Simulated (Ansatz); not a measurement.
```xyz
7

S    -1.3473    1.6199    0.6884
B     0.0628    0.5286    0.3525
O     1.2497    0.9012    0.9091
S     2.7020    0.0180    0.7202
H    -2.2281    0.8726   -0.0304
H    -0.0483   -0.4757   -0.3298
H     2.2034   -0.9902   -0.0647
```

These are results of Ansatz 0.2.0, RKS PBE-D4/def2-SVP, not measurements.

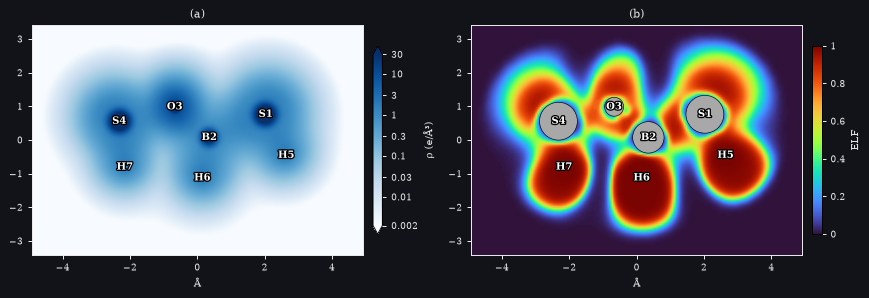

BH3OS2 (SMILES SBOS). (a) electron density; (b) ELF on the molecular plane. Grey discs cover the atomic cores in the ELF map.

Interpret the plot.

Atoms in the plane: S, B, O and H. B–O (1.36 Å): ρ is about 2 e/Å³ halfway; the ELF peaks at about 0.90 between the atoms: a short, strongly polar bond. S–O (1.71 Å): ρ at the midpoint is about 1.2 e/Å³; the ELF peaks at about 0.80 between the atoms; a shared but strongly polarised pair. B–S (1.81 Å): ρ is about 1.2 e/Å³ halfway; the ELF peaks at about 0.95 between the atoms: localised, covalent bonding. B–H (1.22 Å): ρ at the midpoint is about 1.2 e/Å³; the ELF climbs to about 1 towards the hydrogen, as it does in any bond to H: an ordinary covalent bond to hydrogen. S–H (1.36 Å): ρ at the midpoint is about 1.4 e/Å³; the ELF climbs to about 1 towards the hydrogen. The ELF also peaks beside S4, O3 and S1, away from the bonds: lone-pair regions.
